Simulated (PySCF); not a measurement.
# C$_{3}$H$_{9}$NSi (SMILES N[SiH2]C1CC1): what the fields show

```xyz
14

N    -1.7057    0.4327    0.9236
Si   -1.2766   -0.6851   -0.3168
C     0.5740   -0.5125   -0.6081
C     1.5017   -0.1821    0.5262
C     1.2700    0.8180   -0.5566
H    -2.6381    0.3925    1.3011
H    -1.4188    1.3946    0.8371
H    -1.9651   -0.4923   -1.6067
H    -1.6030   -2.0004    0.2382
H     0.9765   -1.2030   -1.3407
H     1.0656    0.0095    1.4947
H     2.4603   -0.6786    0.5709
H     2.0678    1.0070   -1.2609
H     0.6907    1.6993   -0.3238
```

Geometry: GFN2-xTB, NEB image 0 of 0 to 8.

These are results of PySCF 2.14.0, PBE0/pcSseg-1, SCF density, gas phase, non-relativistic, not measurements.

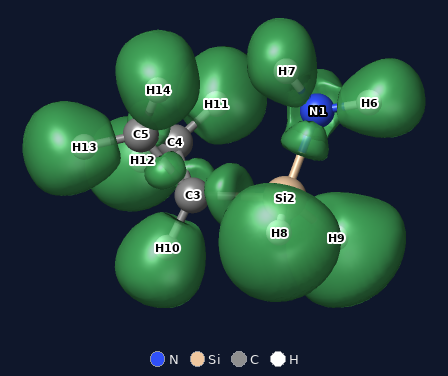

Figure 1. Isosurface of the ELF at 0.8 (green), seen at a tilt. Only the valence region is drawn (cores and ρ < 0.01 e/Å³ removed).

Describe the localisation domains.

Answer. The surface consists of three regions between bonded C–C atoms (shared pairs), one region between bonded C–Si atoms (shared pairs), seven regions around hydrogen nuclei and one joined region spread over several atoms (H, N), in which their bonds and any lone pairs are merged. Along the contacts the grid gives the following. C–C (1.49 Å): the ELF peaks at about 0.90 between the atoms (localised, covalent bonding). Si–N (1.72 Å): the ELF peaks at about 0.90 between the atoms (a shared but strongly polarised pair).

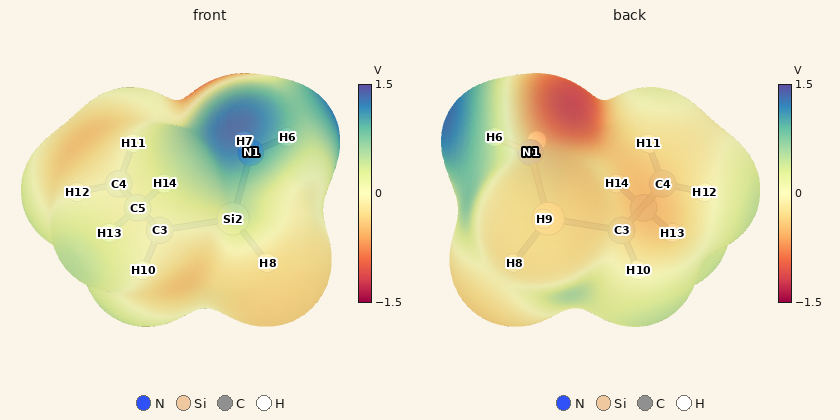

Figure 2. The molecular electrostatic potential painted on the density surface at 0.001 e/bohr³, seen from the front and from behind; red is negative and blue positive.

Describe the electrostatic potential map.

Answer. The most negative region (about −1.1 V, or −25 kcal/mol for a unit charge) lies over N1, the most positive (about +1.3 V, or +30 kcal/mol for a unit charge) over H6 and H7. N1 is the likeliest acceptor of a hydrogen bond.

How polar is the molecule by this calculation?

Answer. Its dipole moment is 1.01 D.
